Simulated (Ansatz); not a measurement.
Pressure series in hypothetical I4_132 As

Base system: As (space group I4_132, No. 214; a = 6.9937 Å; a hypothetical phase, not in the database extracts checked).

Cell and atoms are relaxed at each pressure.

Calculations: PBE in Ansatz (plane waves to 420 eV, PAW, spin-orbit coupling left out).

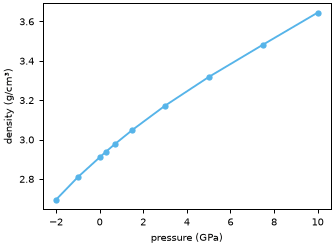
*Density against pressure*

```csv
pressure (GPa),density
-2,2.69 g/cm³
-1,2.81 g/cm³
0.3,2.94 g/cm³
0.7,2.98 g/cm³
1.5,3.05 g/cm³
3,3.17 g/cm³
5,3.32 g/cm³
7.5,3.48 g/cm³
10,3.64 g/cm³
```

Load acts through the strain it causes; cell and atoms are relaxed under it. No phonon test of stability was made. Competing high-pressure phases were not computed.

Ansatz is an electronic-structure program.
